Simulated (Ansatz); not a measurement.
# ClF3H2W···H2: what the fields show

```xyz
9

W    -0.0139   -0.3460   -0.3144
H     0.6254   -0.1931    2.5374
H     1.1913    0.6244    0.3079
H    -0.5037    0.9759    0.5851
F    -1.6052    0.1380   -1.1926
F    -0.9963   -1.4460    0.7812
F     0.7094   -0.0240   -1.9729
Cl    1.7941   -1.8164    0.1079
H     1.1416   -0.6354    2.3043
```

Core potentials replace the inner electrons of W; not at a stationary point (largest force 1.8 eV/Å).

These are results of RKS PBE0-D4/def2-SVP in Ansatz, not measurements.

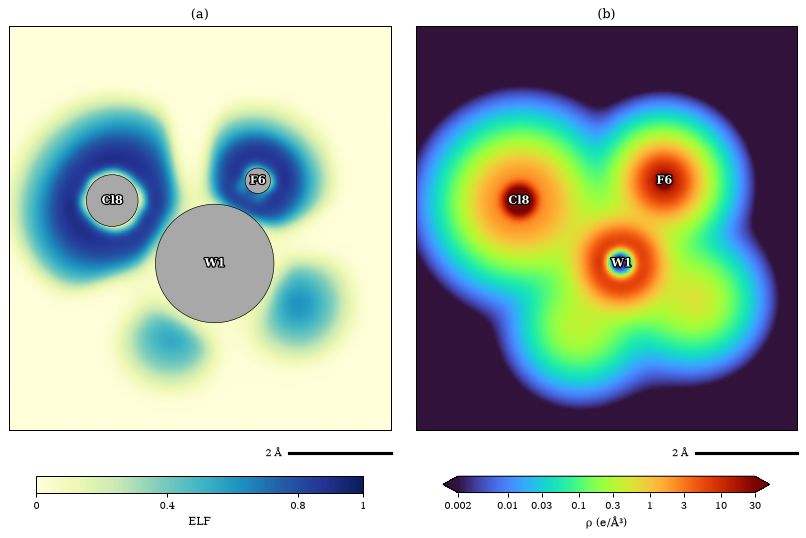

Figure 1. (a) electron localisation function; (b) electron density on the plane of atoms F6, W1 and Cl8. Grey discs cover the atomic cores in the ELF map.

**Interpret the plot.**

- The plane passes through W, F and Cl nuclei.
- W–F (1.84 Å): ρ is about 1.1 e/Å³ halfway; the ELF peaks at about 0.80 in the valence shell of F, 0.5 Å from its nucleus, and drops to about 0.20 between the two atoms.
- W–Cl (2.37 Å): ρ at the midpoint is about 0.61 e/Å³; the ELF peaks at about 0.85 in the valence shell of Cl, 0.8 Å from its nucleus, and is about 0.40 at the midpoint.

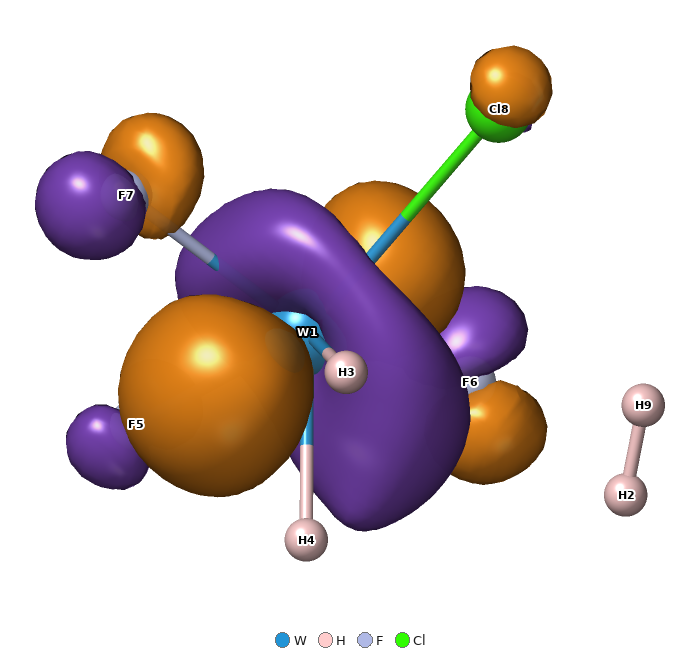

Figure 2. One frontier orbital at ±0.15 Å⁻³ᐟ² (orange and purple are the two phases), seen at a tilt.

**Which orbital is it: HOMO or LUMO?**

The LUMO, at −4.19 eV. It lies mainly on W1 (about 70 %), F6 (about 10 %) and F7 (about 10 %).

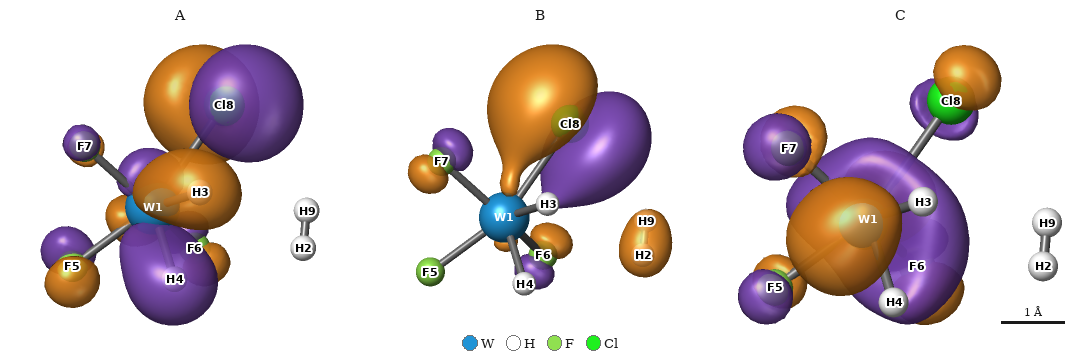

Figure 3. Three frontier orbitals at ±0.1 Å⁻³ᐟ² (orange and purple are the two phases), in no order.

**Which picture is the HOMO−1, the HOMO and the LUMO?**

B is the HOMO−1 (−9.49 eV). Its weight (Hirshfeld) is mainly on Cl8 (about 85 %); largely a lone pair of Cl8. A is the HOMO (−8.89 eV). By Hirshfeld shares it lies mainly on Cl8 (about 55 %), W1 (about 20 %), H4 (about 10 %) and H3 (about 10 %). C is the LUMO (−4.19 eV). By Hirshfeld shares it lies mainly on W1 (about 70 %), F6 (about 10 %) and F7 (about 10 %).

**What is the HOMO–LUMO gap?**

4.70 eV between the orbital energies.
